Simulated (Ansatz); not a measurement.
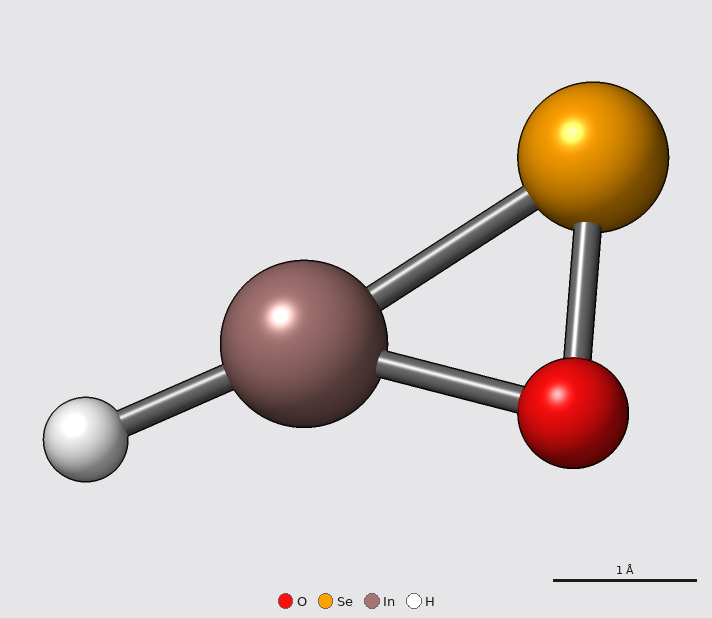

Rendered structure (ball-and-stick style).

Computed geometry: PBE0-D4/def2-TZVP optimisation. No frequency run is at hand to confirm it as a minimum.

What does the picture show?

Formula HInOSe. This geometry has Cs symmetry. All atoms lie on one plane. Coordination, clear cases only: 1 In T-shaped.

More results for the same structure follow; atom numbers are the same in all pictures, views and colours differ.

### Shape

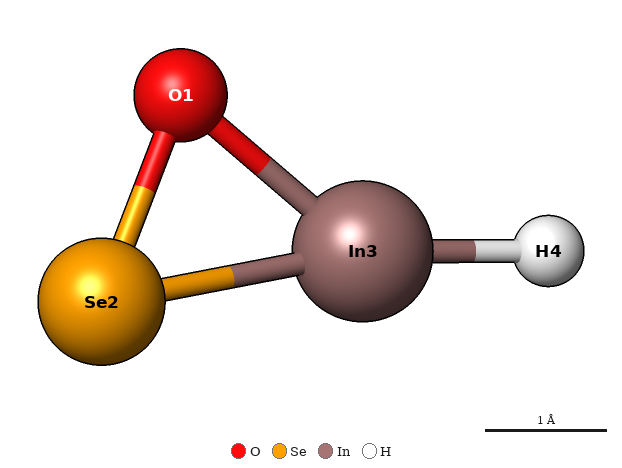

No frequency run is at hand to confirm it as a minimum.

What are the angles Se2–O1–In3, O1–Se2–In3, O1–In3–Se2, O1–In3–H4, Se2–In3–H4?

```json
{"angle": "Se2–O1–In3", "degrees": "75.2"}
{"angle": "O1–Se2–In3", "degrees": "54.5"}
{"angle": "O1–In3–Se2", "degrees": "50.3"}
{"angle": "O1–In3–H4", "degrees": "139.7"}
{"angle": "Se2–In3–H4", "degrees": "170.0"}
```

### Dipole moment

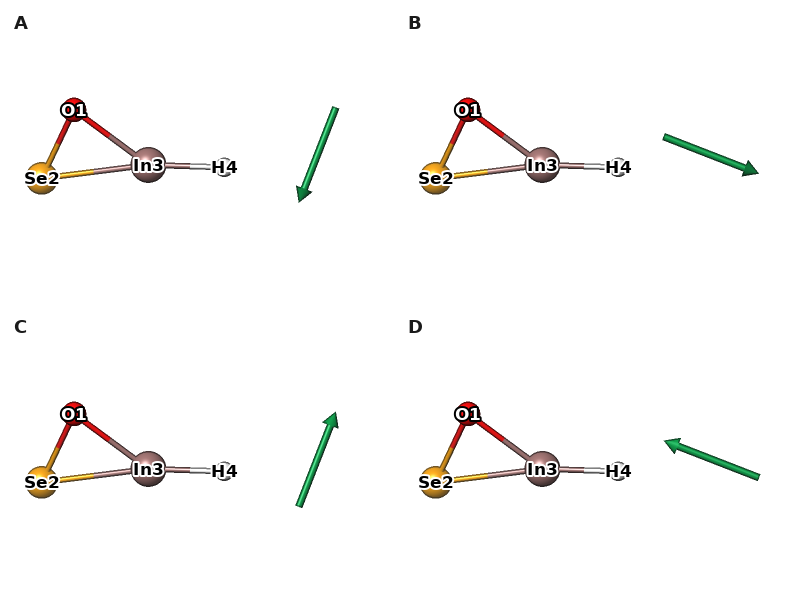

The same molecule four times, each with an arrow. No frequency run is at hand to confirm it as a minimum. Properties computed with RKS PBE0-D4/def2-TZVP, core potentials on In (Ansatz 0.2.0).

Which arrow points along the dipole moment, from the negative to the positive end?

B. The dipole moment is 4.29 D; it points from the side of O1, Se2 to the side of H4 (the outermost atoms at the two ends).

### Electronic properties

No frequency run is at hand to confirm it as a minimum. Method: RKS PBE0-D4/def2-TZVPP, core potentials on In (Ansatz 0.2.0).

Give the LUMO energy (Kohn–Sham orbital) at this level.

−2.13 eV.

What is the HOMO energy (Kohn–Sham orbital)?

−5.83 eV.

### Charges

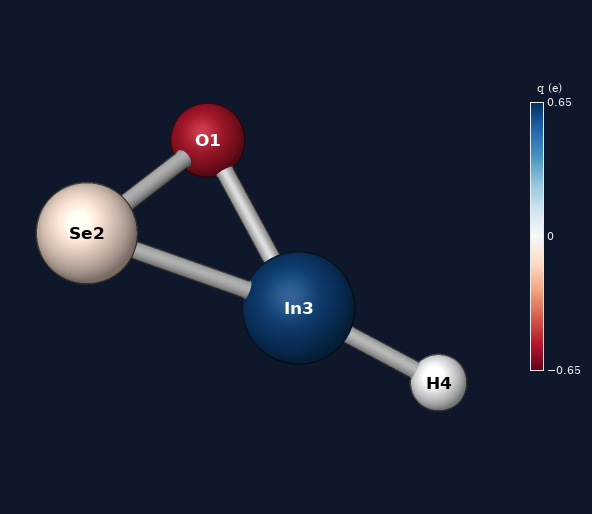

Atoms are coloured by their Mulliken charges. No frequency run is at hand to confirm it as a minimum. Method: RKS PBE0-D4/def2-TZVP, core potentials on In (Ansatz 0.2.0).

List the Mulliken charges.

| atom | value (e) |
| --- | --- |
| O1 | −0.54 |
| Se2 | −0.09 |
| In3 | 0.62 |
| H4 | 0.01 |

Mulliken values depend strongly on the basis set and can even reverse the polarity of a bond.
